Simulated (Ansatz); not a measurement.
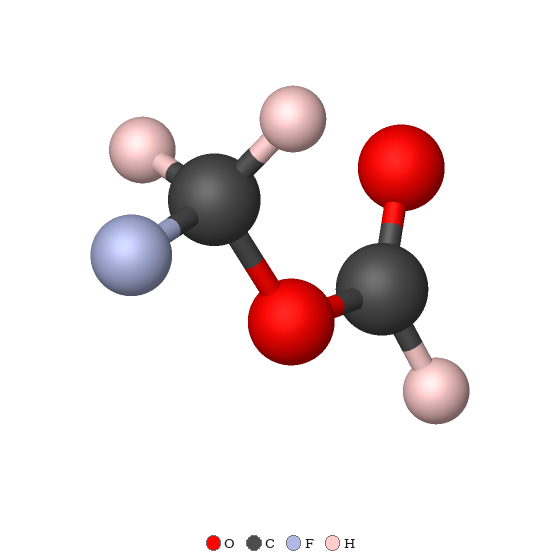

Structure of C₂H₃FO₂, SMILES O=COCF.

Kohn-Sham orbital energies near the frontier, B97M-V/def2-TZVPP in the Ansatz code 0.2.0, at a PBE0-D4/def2-TZVP geometry (a minimum by its frequencies), isolated molecule; empty levels in grey, levels within 0.03 eV side by side.

Where do the frontier orbitals lie?

Answer. HOMO at −7.50 eV, LUMO at −1.17 eV, 6.34 eV apart.

List the levels.

Answer.
| orbital | energy (eV) |
| --- | --- |
| LUMO+2 | 1.62 |
| LUMO+1 | 0.83 |
| LUMO | −1.17 |
| HOMO | −7.50 |
| HOMO−1 | −8.27 |
| HOMO−2 | −9.53 |
| HOMO−3 | −9.91 |
| HOMO−4 | −10.93 |

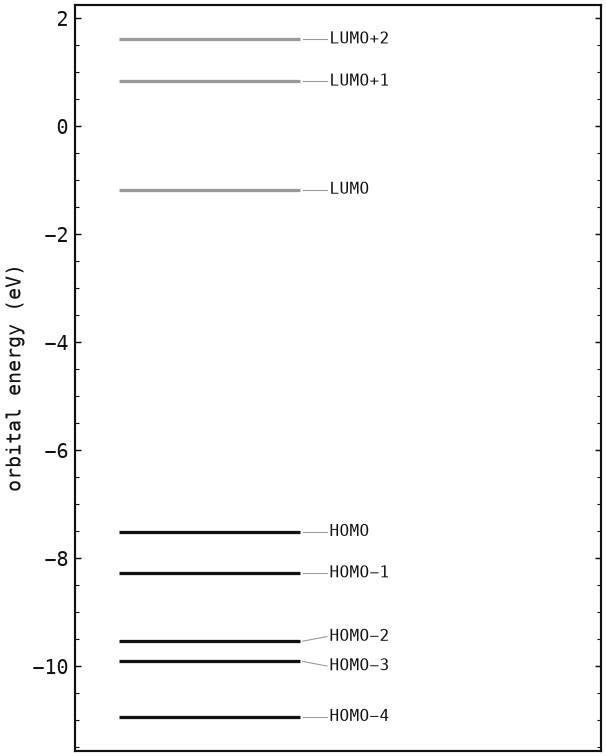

Known limits of this run: one conformer of a flexible molecule; empty levels above zero depend strongly on the basis.
